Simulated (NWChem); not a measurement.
## Energy and gradient calculation of AlF₄ (charge −1) (part 2 of 2)

Continued. System: AlF₄, charge −1, SMILES [F][Al-]([F])([F])[F]. Method: HF/3-21G, RHF (NWChem 7.3.0). The geometry comes from this level: PBE0-D4/def2-TZVPD.

Geometry of the input (Å):
```
F  -0.1015  -0.2940  1.6600
Al 0.0000  0.0000  0.0000
F  -1.3430  0.8958  -0.4962
F  0.0345  -1.4699  -0.8310
F  1.4099  0.8681  -0.3328
```

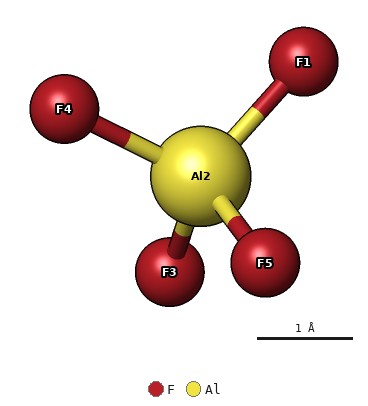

Figure 1. The input geometry (ball-and-stick view, seen at a tilt; atoms are numbered from 1 in the order of the input). Sticks mark near contacts.

## The program's output, continued
```
 Vector   16  Occ=2.000000D+00  E=-4.091757D-01
              MO Center= -1.5D-02, -1.7D-01,  1.8D-01, r^2= 3.1D+00
   Bfn.  Coefficient  Atom+Function         Bfn.  Coefficient  Atom+Function
  ----- ------------  ---------------      ----- ------------  ---------------
    39      0.284846  4 F  py                 9      0.276819  1 F  pz
    35      0.254999  4 F  py                 5      0.249942  1 F  pz
    49     -0.225510  5 F  pz                18     -0.215126  2 Al pz
    31     -0.212063  3 F  pz                45     -0.198462  5 F  pz
    27     -0.186463  3 F  pz                 8     -0.150838  1 F  py

 Vector   17  Occ=2.000000D+00  E=-4.091750D-01
              MO Center= -2.2D-01,  7.1D-02, -1.1D-01, r^2= 3.1D+00
   Bfn.  Coefficient  Atom+Function         Bfn.  Coefficient  Atom+Function
  ----- ------------  ---------------      ----- ------------  ---------------
    29      0.280797  3 F  px                25      0.252575  3 F  px
    48      0.215568  5 F  py                40     -0.203052  4 F  pz
    44      0.190292  5 F  py                36     -0.180665  4 F  pz
     7     -0.168619  1 F  px                17      0.161709  2 Al py
    38     -0.152386  4 F  px

 Vector   18  Occ=2.000000D+00  E=-3.685879D-01
              MO Center=  1.1D-03,  8.0D-04,  3.0D-04, r^2= 3.3D+00
   Bfn.  Coefficient  Atom+Function         Bfn.  Coefficient  Atom+Function
  ----- ------------  ---------------      ----- ------------  ---------------
    49     -0.282803  5 F  pz                30      0.264013  3 F  py
     8     -0.230443  1 F  py                45     -0.230681  5 F  pz
    40      0.217625  4 F  pz                26      0.215338  3 F  py
     7     -0.212553  1 F  px                38      0.199172  4 F  px
     4     -0.187961  1 F  py                36      0.177498  4 F  pz

 Vector   19  Occ=2.000000D+00  E=-3.685876D-01
              MO Center=  1.2D-03,  3.1D-04, -5.8D-04, r^2= 3.3D+00
   Bfn.  Coefficient  Atom+Function         Bfn.  Coefficient  Atom+Function
  ----- ------------  ---------------      ----- ------------  ---------------
    31      0.279962  3 F  pz                48     -0.259561  5 F  py
    38      0.247937  4 F  px                 7     -0.235858  1 F  px
    27      0.228342  3 F  pz                 8      0.211995  1 F  py
    44     -0.211723  5 F  py                34      0.202233  4 F  px
     3     -0.192373  1 F  px                 4      0.172905  1 F  py

 Vector   20  Occ=2.000000D+00  E=-3.659048D-01
              MO Center=  2.5D-01,  1.4D-01, -5.1D-02, r^2= 3.4D+00
   Bfn.  Coefficient  Atom+Function         Bfn.  Coefficient  Atom+Function
  ----- ------------  ---------------      ----- ------------  ---------------
    47      0.315795  5 F  px                43      0.255390  5 F  px
    29      0.238695  3 F  px                 7      0.211839  1 F  px
    38      0.208194  4 F  px                48      0.206547  5 F  py
    25      0.201326  3 F  px                 3      0.182489  1 F  px
    34      0.179936  4 F  px                39      0.179862  4 F  py

 Vector   21  Occ=2.000000D+00  E=-3.659007D-01
              MO Center= -2.1D-02, -1.9D-01,  1.6D-01, r^2= 3.4D+00
   Bfn.  Coefficient  Atom+Function         Bfn.  Coefficient  Atom+Function
  ----- ------------  ---------------      ----- ------------  ---------------
     9      0.357708  1 F  pz                 5      0.290865  1 F  pz
    40      0.292069  4 F  pz                31      0.253253  3 F  pz
    36      0.244831  4 F  pz                49      0.245886  5 F  pz
    27      0.217626  3 F  pz                45      0.212399  5 F  pz
    39      0.155947  4 F  py

 Vector   22  Occ=2.000000D+00  E=-3.659000D-01
              MO Center= -2.3D-01,  4.7D-02, -1.1D-01, r^2= 3.4D+00
   Bfn.  Coefficient  Atom+Function         Bfn.  Coefficient  Atom+Function
  ----- ------------  ---------------      ----- ------------  ---------------
    39     -0.269476  4 F  py                30     -0.266588  3 F  py
    29      0.246871  3 F  px                35     -0.221936  4 F  py
    26     -0.219860  3 F  py                 8     -0.209935  1 F  py
    48     -0.199865  5 F  py                25      0.197640  3 F  px
     4     -0.180184  1 F  py                44     -0.173067  5 F  py

 Vector   23  Occ=2.000000D+00  E=-3.513416D-01
              MO Center=  4.7D-01, -1.9D-01,  9.8D-02, r^2= 3.0D+00
   Bfn.  Coefficient  Atom+Function         Bfn.  Coefficient  Atom+Function
  ----- ------------  ---------------      ----- ------------  ---------------
    49      0.344255  5 F  pz                45      0.288818  5 F  pz
    38      0.261047  4 F  px                 8     -0.241062  1 F  py
     7     -0.236714  1 F  px                34      0.219008  4 F  px
     4     -0.202244  1 F  py                40     -0.200110  4 F  pz
     3     -0.198594  1 F  px                48      0.170715  5 F  py

 Vector   24  Occ=2.000000D+00  E=-3.513404D-01
              MO Center=  1.4D-02,  4.5D-01, -1.8D-01, r^2= 3.0D+00
   Bfn.  Coefficient  Atom+Function         Bfn.  Coefficient  Atom+Function
  ----- ------------  ---------------      ----- ------------  ---------------
    48     -0.283228  5 F  py                30      0.278605  3 F  py
    44     -0.237619  5 F  py                26      0.233738  3 F  py
    29      0.233915  3 F  px                 7     -0.232540  1 F  px
    38     -0.212655  4 F  px                47      0.211182  5 F  px
    25      0.196249  3 F  px                 3     -0.195094  1 F  px

 Vector   25  Occ=2.000000D+00  E=-3.513365D-01
              MO Center= -4.9D-01, -2.6D-01,  8.2D-02, r^2= 3.0D+00
   Bfn.  Coefficient  Atom+Function         Bfn.  Coefficient  Atom+Function
  ----- ------------  ---------------      ----- ------------  ---------------
    31      0.334406  3 F  pz                 8     -0.294327  1 F  py
    27      0.280556  3 F  pz                40     -0.270105  4 F  pz
     4     -0.246930  1 F  py                36     -0.226609  4 F  pz
     7      0.196615  1 F  px                38     -0.189441  4 F  px
     3      0.164954  1 F  px                30      0.165292  3 F  py

 Vector   26  Occ=0.000000D+00  E= 3.677739D-01
              MO Center=  2.5D-04, -1.2D-04,  3.2D-05, r^2= 5.1D+00
   Bfn.  Coefficient  Atom+Function         Bfn.  Coefficient  Atom+Function
  ----- ------------  ---------------      ----- ------------  ---------------
    19      1.613403  2 Al s                 15     -0.507650  2 Al s
     6     -0.323549  1 F  s                 28     -0.323496  3 F  s
    37     -0.323560  4 F  s                 46     -0.323569  5 F  s
    11     -0.202962  2 Al s

 Vector   27  Occ=0.000000D+00  E= 4.076993D-01
              MO Center=  1.3D-01, -1.0D-01,  7.9D-02, r^2= 6.7D+00
   Bfn.  Coefficient  Atom+Function         Bfn.  Coefficient  Atom+Function
  ----- ------------  ---------------      ----- ------------  ---------------
    20      1.115839  2 Al px                21     -0.622766  2 Al py
    28      0.398462  3 F  s                 16     -0.218778  2 Al px
    46     -0.183736  5 F  s                 37     -0.155071  4 F  s

 Vector   28  Occ=0.000000D+00  E= 4.077019D-01
              MO Center= -7.5D-02, -3.1D-02, -1.4D-01, r^2= 6.7D+00
   Bfn.  Coefficient  Atom+Function         Bfn.  Coefficient  Atom+Function
  ----- ------------  ---------------      ----- ------------  ---------------
    22      1.020044  2 Al pz                21     -0.618483  2 Al py
    20     -0.482026  2 Al px                 6     -0.359773  1 F  s
    46      0.290954  5 F  s                 18     -0.200001  2 Al pz

 Vector   29  Occ=0.000000D+00  E= 4.077034D-01
              MO Center= -5.1D-02,  1.3D-01,  6.1D-02, r^2= 6.7D+00
   Bfn.  Coefficient  Atom+Function         Bfn.  Coefficient  Atom+Function
  ----- ------------  ---------------      ----- ------------  ---------------
    21      0.940745  2 Al py                22      0.769718  2 Al pz
    20      0.421784  2 Al px                37      0.375451  4 F  s
    46     -0.216005  5 F  s                 17     -0.184456  2 Al py
     6     -0.179196  1 F  s                 18     -0.150921  2 Al pz

 Vector   30  Occ=0.000000D+00  E= 7.118044D-01
              MO Center= -1.6D-05, -2.8D-04,  7.3D-05, r^2= 2.6D+00
   Bfn.  Coefficient  Atom+Function         Bfn.  Coefficient  Atom+Function
  ----- ------------  ---------------      ----- ------------  ---------------
    15      1.941870  2 Al s                 19     -1.138922  2 Al s
     9      0.266898  1 F  pz                11     -0.247248  2 Al s
    39     -0.236344  4 F  py                47      0.226623  5 F  px
    29     -0.215851  3 F  px                 5      0.159148  1 F  pz

 Vector   31  Occ=0.000000D+00  E= 7.563669D-01
              MO Center=  1.3D-01, -5.5D-02,  6.4D-02, r^2= 2.5D+00
   Bfn.  Coefficient  Atom+Function         Bfn.  Coefficient  Atom+Function
  ----- ------------  ---------------      ----- ------------  ---------------
    16      1.184239  2 Al px                17     -1.071404  2 Al py
    20     -0.498282  2 Al px                21      0.450805  2 Al py
    28      0.339151  3 F  s                 29      0.339899  3 F  px
    18      0.287413  2 Al pz                12     -0.261057  2 Al px
    13      0.236186  2 Al py                30     -0.208337  3 F  py

 Vector   32  Occ=0.000000D+00  E= 7.563741D-01
              MO Center=  9.4D-04,  7.3D-02, -1.3D-01, r^2= 2.5D+00
   Bfn.  Coefficient  Atom+Function         Bfn.  Coefficient  Atom+Function
  ----- ------------  ---------------      ----- ------------  ---------------
    18      1.596843  2 Al pz                22     -0.671880  2 Al pz
     9      0.397784  1 F  pz                14     -0.352014  2 Al pz
     6     -0.330183  1 F  s                 39      0.258919  4 F  py
    16     -0.227347  2 Al px                37      0.200888  4 F  s
    17      0.177077  2 Al py                 5      0.154164  1 F  pz

 Vector   33  Occ=0.000000D+00  E= 7.563802D-01
              MO Center= -1.3D-01, -1.8D-02,  6.3D-02, r^2= 2.5D+00
   Bfn.  Coefficient  Atom+Function         Bfn.  Coefficient  Atom+Function
  ----- ------------  ---------------      ----- ------------  ---------------
    17      1.205696  2 Al py                16      1.085770  2 Al px
    21     -0.507296  2 Al py                20     -0.456838  2 Al px
    47      0.347259  5 F  px                46     -0.323801  5 F  s
    13     -0.265784  2 Al py                12     -0.239345  2 Al px
    37      0.220643  4 F  s                 39      0.218334  4 F  py

 Vector   34  Occ=0.000000D+00  E= 2.425675D+00
              MO Center=  6.5D-05,  2.1D-05, -6.6D-05, r^2= 3.4D+00
   Bfn.  Coefficient  Atom+Function         Bfn.  Coefficient  Atom+Function
  ----- ------------  ---------------      ----- ------------  ---------------
    45     -0.452729  5 F  pz                26      0.423331  3 F  py
    49      0.419822  5 F  pz                30     -0.392557  3 F  py
     4     -0.370035  1 F  py                36      0.349644  4 F  pz
     8      0.343137  1 F  py                 3     -0.340276  1 F  px
    40     -0.324227  4 F  pz                34      0.319040  4 F  px

 Vector   35  Occ=0.000000D+00  E= 2.425676D+00
              MO Center=  4.7D-05,  7.3D-05,  4.1D-05, r^2= 3.4D+00
   Bfn.  Coefficient  Atom+Function         Bfn.  Coefficient  Atom+Function
  ----- ------------  ---------------      ----- ------------  ---------------
    27      0.449298  3 F  pz                31     -0.416637  3 F  pz
    44     -0.415625  5 F  py                34      0.397856  4 F  px
    48      0.385414  5 F  py                 3     -0.378767  1 F  px
    38     -0.368936  4 F  px                 7      0.351234  1 F  px
     4      0.339678  1 F  py                 8     -0.314986  1 F  py

 center of mass
 --------------
 x =  -0.00003486 y =  -0.00000000 z =  -0.00000000

 moments of inertia (a.u.)
 ------------------
         516.040834731695          -0.000287660715          -0.001518360094
          -0.000287660715         516.031489025517          -0.003206331459
          -0.001518360094          -0.003206331459         516.029180955347

  Mulliken analysis of the total density
  --------------------------------------

    Atom       Charge   Shell Charges
 -----------   ------   -------------------------------------------------------
    1 F    9     9.63   1.98  0.43  2.47  1.54  3.20
    2 Al  13    11.49   2.00  1.97  5.89  0.50  0.84  0.00  0.28
    3 F    9     9.63   1.98  0.43  2.47  1.54  3.20
    4 F    9     9.63   1.98  0.43  2.47  1.54  3.20
    5 F    9     9.63   1.98  0.43  2.47  1.54  3.20

       Multipole analysis of the density wrt the origin
       ------------------------------------------------

     L   x y z        total         open         nuclear
     -   - - -        -----         ----         -------
     0   0 0 0     -1.000000      0.000000     49.000000

     1   1 0 0      0.000139      0.000000     -0.001701
     1   0 1 0     -0.000003      0.000000     -0.000000
     1   0 0 1      0.000001      0.000000     -0.000000

     2   2 0 0    -28.685764      0.000000    122.225517
     2   1 1 0     -0.000014      0.000000      0.000136
     2   1 0 1     -0.000056      0.000000      0.000719
     2   0 2 0    -28.686075      0.000000    122.229944
     2   0 1 1     -0.000106      0.000000      0.001519
     2   0 0 2    -28.686151      0.000000    122.231037

                              NWChem Gradients Module
                              -----------------------

                                   AlF4 gradient

  wavefunction    =   RHF

                         RHF ENERGY GRADIENTS

    atom               coordinates                        gradient
                 x          y          z           x          y          z
   1 F      -0.191807  -0.555579   3.136945   -0.000859  -0.002483   0.014029
   2 Al      0.000000   0.000000   0.000000    0.000023   0.000015  -0.000004
   3 F      -2.537902   1.692817  -0.937682   -0.011346   0.007569  -0.004192
   4 F       0.065196  -2.777708  -1.570362    0.000290  -0.012425  -0.007025
   5 F       2.664325   1.640471  -0.628901    0.011892   0.007324  -0.002807

                 ----------------------------------------
                 |  Time  |  1-e(secs)   |  2-e(secs)   |
                 ----------------------------------------
                 |  CPU   |       0.00   |       0.15   |
                 ----------------------------------------
                 |  WALL  |       0.00   |       0.15   |
                 ----------------------------------------

 Task  times  cpu:        1.0s     wall:        1.0s
 Total times  cpu:        1.0s     wall:        1.0s
```

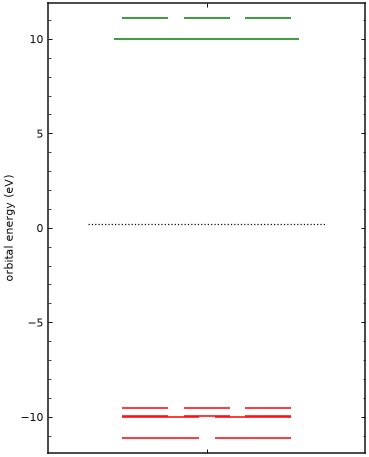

Figure 2. Orbital energies near the frontier; the dotted line parts filled from empty levels, and levels within 0.02 eV of each other stand side by side. Highest filled −9.56 eV, lowest empty 10.01 eV, 19.57 eV apart.

## Results in brief

```tsv
quantity	value
outcome	converged
total energy	−636.590817 hartree
basis functions	49
largest force	0.734 eV/Å
HOMO	−9.56 eV
LUMO	10.01 eV
hardware	1 thread of Intel Xeon (Sapphire Rapids), 16 GiB of memory available, shared host
wall time	1.5 s
peak memory	0.1 GiB
```
